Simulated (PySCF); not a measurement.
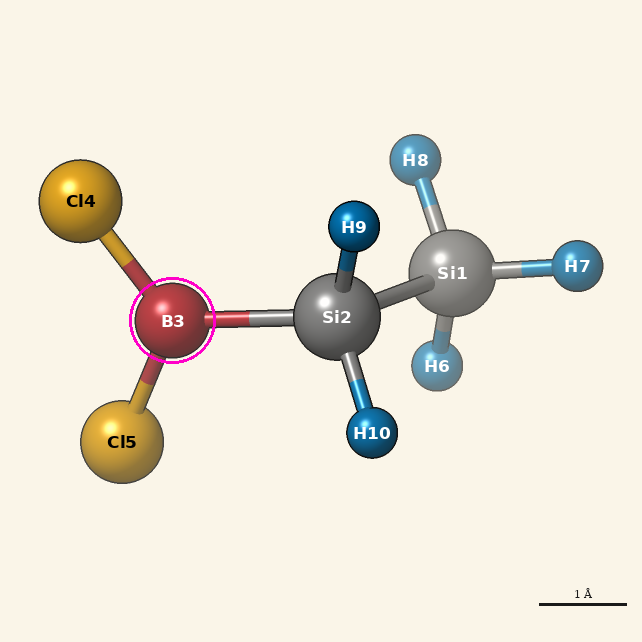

Orthographic view. Distant atoms are faded towards the background colour. Computed geometry: PBE0-D3(BJ)/def2-SVP optimisation. No frequency run is at hand to confirm it as a minimum.

Q: Which atoms are bonded to the circled atom?

A: The circled atom is B3; it is bonded to Si2, Cl4, Cl5.

Q: Which atom is nearest the viewer?

A: H9, 2.0 Å in front of the mean position.

Q: What is the shortest path along bonds from the circled atom to H7?

A: B3–Si2–Si1–H7, 3 bonds; through space the two are 4.79 Å apart.

Q: Of Si1 and Si2, which is nearer the viewer?

A: Si2; the bond to Si1 points away from the viewer, so it looks shorter than its 2.35 Å.
